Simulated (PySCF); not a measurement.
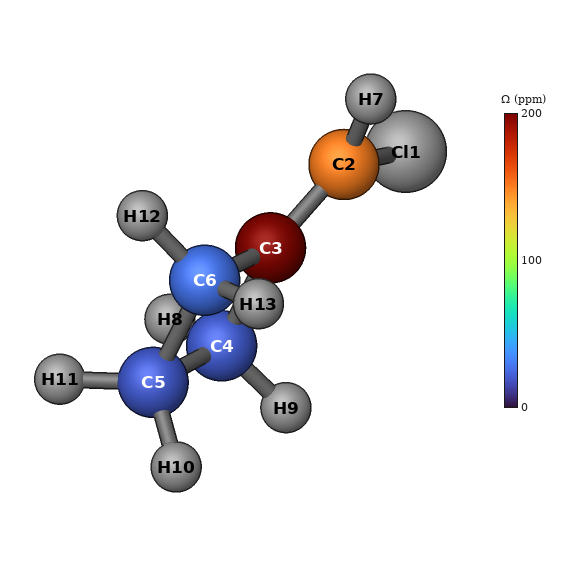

The C atoms are coloured by the span of their shielding tensor. The computed structure is the end point of a PBE0-D3(BJ)/def2-SVP optimisation. No frequency run is at hand to confirm it as a minimum. Method: GIAO PBE/pcSseg-1 NMR shielding, non-relativistic, gas phase (PySCF 2.14.0). Principal shieldings σ11 ≤ σ22 ≤ σ33, span Ω = σ33 − σ11, skew κ = 3(σiso − σ22)/Ω.

Question. Which C atom has the most anisotropic shielding?

Answer. C3, with a span of 197 ppm.

Give the shielding tensors of the C atoms.

```tsv
atom	σ11	σ22	σ33	σiso	Ω	κ
C2	−36.1	95.2	113.3	57.5	149.4	−0.76
C3	−65.4	30.2	131.8	32.2	197.1	0.03
C4	141.3	142.7	163.3	149.1	21.9	0.88
C5	153.2	159.6	174.5	162.4	21.3	0.40
C6	137.2	143.0	165.5	148.6	28.4	0.59
```

Shieldings and span in ppm.
